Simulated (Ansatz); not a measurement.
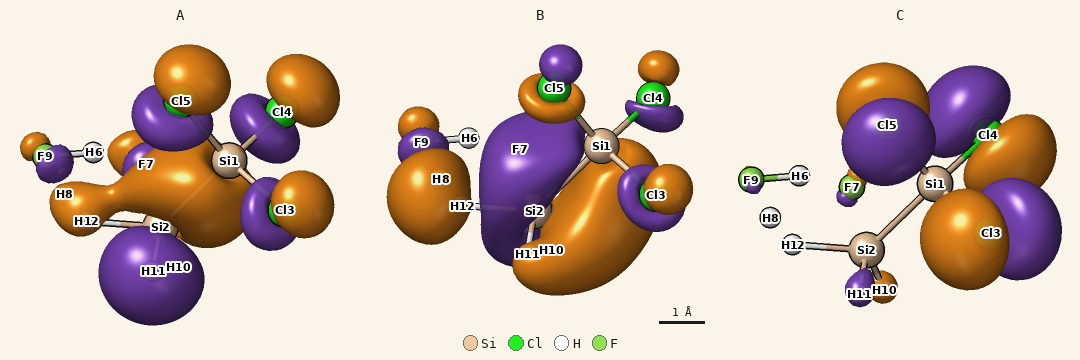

The picture shows: Cl₃H₃Si₂···HF···F···H. Three frontier orbitals at ±0.08 Å⁻³ᐟ² (orange and purple are the two phases), in no order.

A transition-state structure; geometry: PBE0-D4/def2-TZVP.

Method: RKS PBE0-D4/def2-TZVPP in Ansatz.

Input

```
crystal:
  periodic: [false, false, false]
  atoms:
    - {symbol: Si, position_ang: [-1.546651, 0.903892, -0.584946]}
    - {symbol: Si, position_ang: [0.204118, -0.646831, -0.593678]}
    - {symbol: Cl, position_ang: [-2.265748, 1.072742, -2.488276]}
    - {symbol: Cl, position_ang: [-3.100920, 0.434692, 0.644209]}
    - {symbol: Cl, position_ang: [-0.789333, 2.716400, -0.010938]}
    - {symbol: H, position_ang: [0.994946, -0.552636, 1.861366]}
    - {symbol: F, position_ang: [-0.028226, -0.768816, 1.298271]}
    - {symbol: H, position_ang: [1.983868, -0.224299, 0.728572]}
    - {symbol: F, position_ang: [2.053073, -0.296855, 1.947810]}
    - {symbol: H, position_ang: [-0.019867, -2.105245, -0.662790]}
    - {symbol: H, position_ang: [0.766458, -0.328458, -1.954530]}
    - {symbol: H, position_ang: [1.748380, -0.204588, -0.185173]}
basis:
  gaussian: {orbitals: def2-TZVPP}
hamiltonian: {xc: pbe0, dispersion: d4}
output: {orbitals: {seedname: orbitals}}
```

Launched as:

```sh
ansatz run in.yaml --threads 2 --pin off --events-out ev --progress --plain --max-ram 20480MiB --backend cuda --devices 0, --max-vram 18GiB
```

> Which picture is the HOMO−1, the HOMO and the LUMO?

C is the HOMO−1 (−9.27 eV). Its weight (Hirshfeld) is mainly on Cl3 (about 35 %), Cl4 (about 35 %) and Cl5 (about 25 %); largely a combination of lone pairs on Cl3, Cl4 and Cl5. A is the HOMO (−8.28 eV). Its weight (Hirshfeld) is mainly on Si2 (about 25 %), Si1 (about 20 %), H11 (about 15 %), Cl4 (about 10 %), Cl5 (about 10 %) and Cl3 (about 5 %). B is the LUMO (−1.66 eV). It lies mainly on Si2 (about 40 %), Si1 (about 20 %), H8 (about 10 %) and H12 (about 5 %).

> What is the HOMO–LUMO gap?

6.62 eV between the orbital energies.
